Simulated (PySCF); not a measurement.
# C13H13OS+: NMR shifts at several levels of theory, part 2 of 2

PySCF 2.14.0. Atoms count from 0. The steps go on from the part before.

## Step 6: Shielding tensors: KT2/pcSseg-1

The job: settings as JSON, then the geometry in Å.

```
{"job": {"kind": "nmr", "xc": "KT2", "basis": "pcSseg-1", "pop": false}, "charge": 1, "multiplicity": 1}
C     -0.575746     2.485670     0.347385
S     -0.179053     1.003882    -0.543647
O     -0.116496     1.241046    -1.983558
C      1.379722     0.439103     0.071988
C      1.641919     0.314797     1.439004
C      2.896676    -0.141428     1.826122
C      3.855503    -0.463504     0.862389
C      3.571445    -0.329624    -0.495382
C      2.321300     0.126178    -0.907808
C     -1.431356    -0.181825    -0.149018
C     -1.813333    -0.454806     1.167333
C     -2.800870    -1.410467     1.378066
C     -3.383974    -2.069741     0.293168
C     -2.988714    -1.778501    -1.011030
C     -2.000930    -0.824755    -1.247537
H     -1.550347     2.817212    -0.037533
H     -0.618961     2.291586     1.426464
H      0.216786     3.206609     0.102574
H      0.901322     0.565924     2.200232
H      3.128741    -0.243772     2.887935
H      4.838479    -0.819692     1.177879
H      4.326658    -0.576895    -1.243978
H      2.077684     0.249253    -1.965042
H     -1.366730     0.055839     2.022197
H     -3.119681    -1.640081     2.396625
H     -4.159524    -2.817953     0.470363
H     -3.451917    -2.292695    -1.855413
H     -1.680513    -0.572911    -2.260536
```

With the program's defaults for keys left out, this is: GIAO KT2/pcSseg-1 NMR shielding, non-relativistic, gas phase.

Standard output:

```text
coarse grid: 24888 points
cycle   1  E = -989.1859149860  dE =  2.862e+00  |g| = 1.124e+00  |ddm| = 5.571e+00
cycle   2  E = -986.5462982684  dE =  2.640e+00  |g| = 3.586e+00  |ddm| = 7.345e+00
cycle   3  E = -989.4013319119  dE = -2.855e+00  |g| = 4.840e-01  |ddm| = 6.430e+00
cycle   4  E = -989.4448918847  dE = -4.356e-02  |g| = 2.998e-01  |ddm| = 1.055e+00
cycle   5  E = -989.4638633987  dE = -1.897e-02  |g| = 1.035e-01  |ddm| = 4.122e-01
cycle   6  E = -989.4666828376  dE = -2.819e-03  |g| = 3.448e-02  |ddm| = 1.419e-01
cycle   7  E = -989.4670065325  dE = -3.237e-04  |g| = 1.168e-02  |ddm| = 4.849e-02
cycle   8  E = -989.4670388316  dE = -3.230e-05  |g| = 3.678e-03  |ddm| = 1.491e-02
cycle   9  E = -989.4670410329  dE = -2.201e-06  |g| = 1.774e-03  |ddm| = 5.847e-03
final grid: 238496 points
cycle  10  E = -989.5347955804  dE = -4.628e-04  |g| = 2.279e-02  |ddm| = 2.063e-01
cycle  11  E = -989.5345842211  dE =  2.114e-04  |g| = 3.702e-02  |ddm| = 6.402e-02
cycle  12  E = -989.5348674394  dE = -2.832e-04  |g| = 1.245e-02  |ddm| = 5.467e-02
cycle  13  E = -989.5349061472  dE = -3.871e-05  |g| = 2.596e-03  |ddm| = 1.840e-02
cycle  14  E = -989.5349076777  dE = -1.530e-06  |g| = 6.280e-04  |ddm| = 3.823e-03
cycle  15  E = -989.5349077617  dE = -8.399e-08  |g| = 2.736e-04  |ddm| = 1.180e-03
cycle  16  E = -989.5349077812  dE = -1.950e-08  |g| = 1.034e-04  |ddm| = 4.349e-04
cycle  17  E = -989.5349077840  dE = -2.809e-09  |g| = 2.402e-05  |ddm| = 1.286e-04
cycle  18  E = -989.5349077841  dE = -1.423e-10  |g| = 7.855e-06  |ddm| = 3.393e-05
converged SCF energy = -989.5349077841

GIAO shielding tensors (ppm)
atom      isotropic    diamagn.    paramagn.     s11        s22        s33       span
  0 C      138.704     257.673    -118.969    113.893    123.161    179.058     65.165
  1 S      255.680    1061.133    -805.452    131.201    180.385    455.455    324.254
  2 O      244.258     398.650    -154.392     87.501    304.786    340.488    252.987
  3 C       54.558     274.910    -220.352    -10.654     56.534    117.795    128.449
  4 C       66.142     255.865    -189.724    -22.422     50.340    170.507    192.929
  5 C       54.953     253.537    -198.584    -44.331     35.527    173.663    217.994
  6 C       49.017     254.563    -205.546    -53.135     25.386    174.801    227.936
  7 C       54.737     254.821    -200.084    -42.351     32.207    174.354    216.705
  8 C       63.186     249.520    -186.334    -34.064     36.712    186.911    220.974
  9 C       54.537     274.912    -220.375    -10.658     56.636    117.633    128.291
 10 C       66.140     255.864    -189.724    -22.384     50.248    170.556    192.941
 11 C       54.928     253.536    -198.608    -44.363     35.509    173.636    217.999
 12 C       49.029     254.583    -205.554    -53.145     25.423    174.809    227.954
 13 C       54.719     254.813    -200.094    -42.358     32.189    174.327    216.686
 14 C       63.189     249.528    -186.339    -34.059     36.759    186.866    220.925
 15 H       27.722      28.874      -1.152     24.687     25.330     33.149      8.462
 16 H       27.106      32.285      -5.179     23.261     25.798     32.257      8.996
 17 H       27.727      28.882      -1.155     24.702     25.317     33.161      8.459
 18 H       23.741      35.335     -11.594     19.216     23.137     28.870      9.655
 19 H       23.362      29.071      -5.709     19.463     23.805     26.818      7.354
 20 H       23.170      26.552      -3.382     19.575     24.375     25.560      5.985
 21 H       23.234      28.115      -4.882     19.178     24.119     26.404      7.225
 22 H       23.009      33.642     -10.633     17.671     22.097     29.260     11.589
 23 H       23.741      35.338     -11.597     19.202     23.153     28.869      9.668
 24 H       23.362      29.078      -5.716     19.460     23.807     26.820      7.359
 25 H       23.169      26.559      -3.389     19.576     24.373     25.559      5.983
 26 H       23.233      28.105      -4.872     19.179     24.121     26.400      7.222
 27 H       23.011      33.628     -10.617     17.684     22.101     29.248     11.565
```

It took 80 s on 8 threads of Intel Xeon Platinum 8259CL at 2.50GHz (Skylake/Cascade Lake), shared host.

This run: δ C6 134.2, C3 128.7, C5 128.4, C4 118.6, H20 8.01, H19 7.88 ppm (means over like atoms).

## Step 7: Nuclear shieldings: HF/pcSseg-1

Same as in step 6 but for these lines:

```diff
@@ -1,2 +1,2 @@
-{"job": {"kind": "nmr", "xc": "KT2", "basis": "pcSseg-1", "pop": false}, "charge": 1, "multiplicity": 1}
+{"job": {"kind": "nmr", "xc": "HF", "basis": "pcSseg-1", "pop": false}, "charge": 1, "multiplicity": 1}
 C     -0.575746     2.485670     0.347385
```

Method: GIAO HF/pcSseg-1 NMR shielding, non-relativistic, gas phase.

Standard output:

```text
final grid: 238496 points
cycle   1  E = -971.4543488545  dE =  5.411e+00  |g| = 1.091e+00  |ddm| = 5.226e+00
cycle   2  E = -971.6433365878  dE = -1.890e-01  |g| = 8.670e-01  |ddm| = 2.252e+00
cycle   3  E = -971.7990113645  dE = -1.557e-01  |g| = 1.699e-01  |ddm| = 1.200e+00
cycle   4  E = -971.8071477627  dE = -8.136e-03  |g| = 4.169e-02  |ddm| = 2.862e-01
cycle   5  E = -971.8077022961  dE = -5.545e-04  |g| = 9.488e-03  |ddm| = 6.543e-02
cycle   6  E = -971.8077544519  dE = -5.216e-05  |g| = 5.206e-03  |ddm| = 1.714e-02
cycle   7  E = -971.8077732554  dE = -1.880e-05  |g| = 2.280e-03  |ddm| = 1.078e-02
cycle   8  E = -971.8077800419  dE = -6.787e-06  |g| = 9.753e-04  |ddm| = 6.629e-03
cycle   9  E = -971.8077815109  dE = -1.469e-06  |g| = 2.897e-04  |ddm| = 3.844e-03
cycle  10  E = -971.8077815870  dE = -7.605e-08  |g| = 1.297e-04  |ddm| = 7.524e-04
cycle  11  E = -971.8077815995  dE = -1.257e-08  |g| = 3.957e-05  |ddm| = 3.453e-04
cycle  12  E = -971.8077816006  dE = -1.072e-09  |g| = 1.765e-05  |ddm| = 1.090e-04
cycle  13  E = -971.8077816007  dE = -1.164e-10  |g| = 4.343e-06  |ddm| = 3.979e-05
converged SCF energy = -971.8077816007

GIAO shielding tensors (ppm)
atom      isotropic    diamagn.    paramagn.     s11        s22        s33       span
  0 C      150.130     254.807    -104.677    130.761    133.734    185.894     55.132
  1 S      286.005    1057.446    -771.441    188.888    222.150    446.978    258.091
  2 O      300.236     399.657     -99.420    166.462    352.131    382.116    215.654
  3 C       60.256     273.961    -213.705    -26.010     64.311    142.467    168.477
  4 C       58.274     255.278    -197.004    -53.232     42.711    185.342    238.574
  5 C       52.610     255.810    -203.200    -63.615     34.006    187.441    251.056
  6 C       39.994     256.782    -216.789    -82.474     15.597    186.858    269.332
  7 C       51.880     256.936    -205.056    -63.077     30.711    188.005    251.082
  8 C       51.890     249.640    -197.751    -65.814     26.086    195.398    261.212
  9 C       60.231     273.964    -213.733    -26.053     64.415    142.332    168.385
 10 C       58.268     255.274    -197.006    -53.192     42.622    185.373    238.564
 11 C       52.577     255.809    -203.232    -63.670     33.979    187.421    251.091
 12 C       40.005     256.804    -216.799    -82.489     15.642    186.864    269.353
 13 C       51.863     256.930    -205.067    -63.085     30.690    187.985    251.070
 14 C       51.900     249.652    -197.752    -65.809     26.142    195.367    261.176
 15 H       28.000      28.920      -0.920     24.162     25.421     34.416     10.254
 16 H       27.892      31.892      -3.999     23.624     26.318     33.735     10.111
 17 H       28.004      28.925      -0.921     24.178     25.411     34.422     10.244
 18 H       23.862      34.483     -10.622     18.761     23.192     29.633     10.872
 19 H       23.513      29.290      -5.777     18.882     24.213     27.442      8.560
 20 H       23.116      26.736      -3.620     18.996     24.471     25.880      6.885
 21 H       23.385      28.364      -4.979     18.683     24.590     26.883      8.200
 22 H       22.704      32.825     -10.121     16.630     21.771     29.712     13.082
 23 H       23.863      34.487     -10.625     18.748     23.209     29.632     10.884
 24 H       23.513      29.297      -5.785     18.880     24.214     27.444      8.564
 25 H       23.115      26.742      -3.628     18.996     24.468     25.880      6.884
 26 H       23.385      28.355      -4.970     18.684     24.592     26.879      8.196
 27 H       22.706      32.815     -10.109     16.642     21.776     29.700     13.058
```

Run time: 66 s. Hardware: 8 threads of Intel Xeon Platinum 8259CL at 2.50GHz (Skylake/Cascade Lake), shared host.

Key values: δ C6 150.8, C5 138.6, C4 135.8, C3 130.6, H20 8.57, H18 8.40 ppm (means over like atoms).

## Step 8: Run by run: NMR shifts

Shifts (ppm) of some atoms, chosen among heavy atoms and hydrogens apart, means over like atoms, with basis size and wall time:

```tsv
run	C6	C5	C4	H20	H18	S1	O2	functions	time
PBE0/pcSseg-1	146.4	139.0	130.1	8.38	8.14	261	75.0	327	1.8 min
PBE/pcSseg-1	143.3	137.1	126.7	8.21	7.98	275	92.4	327	78 s
wB97X-D/pcSseg-1	147.9	139.8	131.7	8.40	8.18	263	69.2	327	2.3 min
KT2/pcSseg-1	134.2	128.4	118.6	8.01	7.80	263	86.4	327	80 s
HF/pcSseg-1	150.8	138.6	135.8	8.57	8.40	228	33.1	327	66 s
```

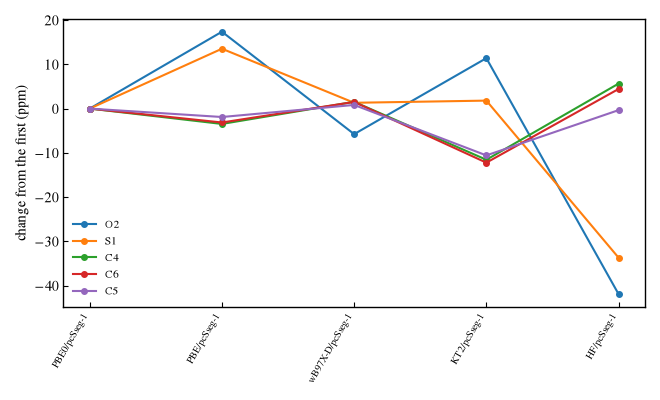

How five of the tabulated atoms move from run to run.

## Step 9: Results

The summary covers parts 1 to 2.

| quantity | value |
| --- | --- |
| point group | Cs |
| rotational constants (main isotopes) | 0.96, 0.37, 0.34 GHz |
| 13C shifts against TMS (PBE0/pcSseg-1, means over atoms taken as alike) | 146.4, 139.0, 135.3, 130.1, 44.5 ppm |
| 1H shifts against TMS (PBE0/pcSseg-1, means over atoms taken as alike) | 8.38, 8.20, 8.14, 3.70 ppm |
| 33S shifts against CS2 (PBE0/pcSseg-1) | 261 ppm |
| 17O shifts against H2O (PBE0/pcSseg-1) | 75.0 ppm |
| range of the shift of O2 | 33.1 to 92.4 ppm |

In words: Single values in the summary come from the first sound run of each kind (PBE0/pcSseg-1), which need not be the best level. The optimisation took 6 steps and gained 0.174 eV; among the close pairs (by a distance rule), C0–S1 changed most, from 1.810 to 1.774 Å. No frequency check was run at this level, so the end point may be a saddle. At PBE0/pcSseg-1: The largest span, 320 ppm, is at S1, where the paramagnetic term is -824 ppm. NICS(1)zz of -28 ppm above the planar ring from C3 marks a diatropic (aromatic) ring current. NICS(1)zz of -28 ppm above the planar ring from C9 marks a diatropic (aromatic) ring current. In ppm, O2 moves most: its shift spreads over 59.3 ppm, from 33.1 (HF/pcSseg-1) to 92.4 (PBE/pcSseg-1).
